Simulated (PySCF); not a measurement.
```yaml
atoms:
  - { symbol: Ag, position_ang: [0.0000, 0.0000, -0.2980] }
  - { symbol: F, position_ang: [0.0000, 0.0000, 1.6770] }
```

Core potentials replace the inner electrons of Ag.

These are results of PBE0/cc-pVDZ(-PP), non-relativistic Hamiltonian with scalar-relativistic core potentials where named, at a bond length of 1.975 Å (PySCF 2.14.0), not measurements.

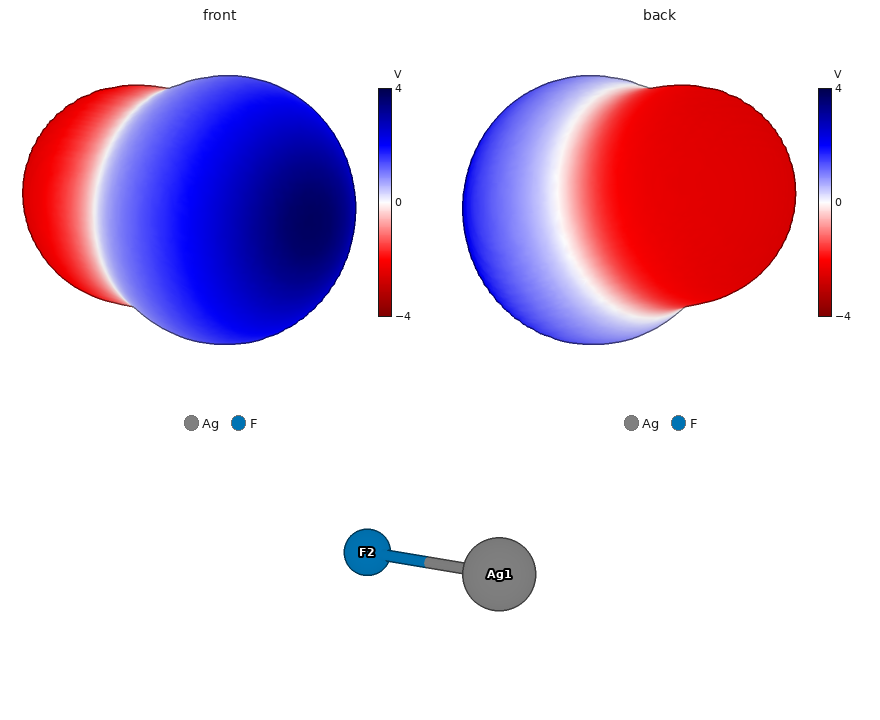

AgF. The molecular electrostatic potential painted on the density surface at 0.002 e/bohr³, seen from the front and from behind; red is negative and blue positive. The bare structure is drawn below in the same view.

Q: Which sites attract a positive test charge, and which a negative one?

A: A positive charge is drawn to the negative regions and a negative charge to the positive ones. The most negative region (about −2.5 V) lies over F2, the most positive (about +3.7 V) over Ag1.
